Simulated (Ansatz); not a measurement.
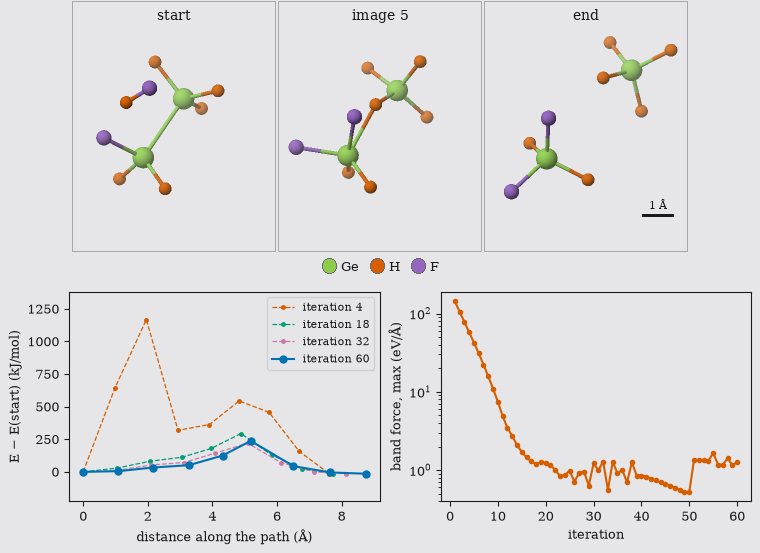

A nudged-elastic-band calculation for Ge2H6F2. Images are numbered from 0 (start) to 8 (end). The plot follows the band through its iterations. The picture is a ball-and-stick view, seen from a free direction.

Theory: RKS BHLYP/def2-SVP (Ansatz). Set-up: 7 movable images; climbing image; force threshold 0.05 eV/Å; iteration limit 60; optimiser L-BFGS; largest step 0.02 Å; starting path through a guess of the saddle point.

> Did the band converge, and can the barrier be trusted?

The result isn't final. The band hadn't converged when the run stopped after 60 iterations. The largest component of the band force went from 140 to 1.3 eV/Å. The barrier read from it is provisional: over the last two iterations the highest image moved from 225.6 kJ/mol to 237.4 kJ/mol. The step length is far from the usual. The first iteration put the highest image at 2752.5 kJ/mol. The highest point, image 5, lies 237.4 kJ/mol above the start and 251.6 kJ/mol above the end; the end is at −14.2 kJ/mol relative to the start.

Cost: 8.6 min on 4 threads of Intel(R) Xeon(R) 6975P-C (Granite Rapids), with other jobs on the host, peak memory 0.38 GiB.
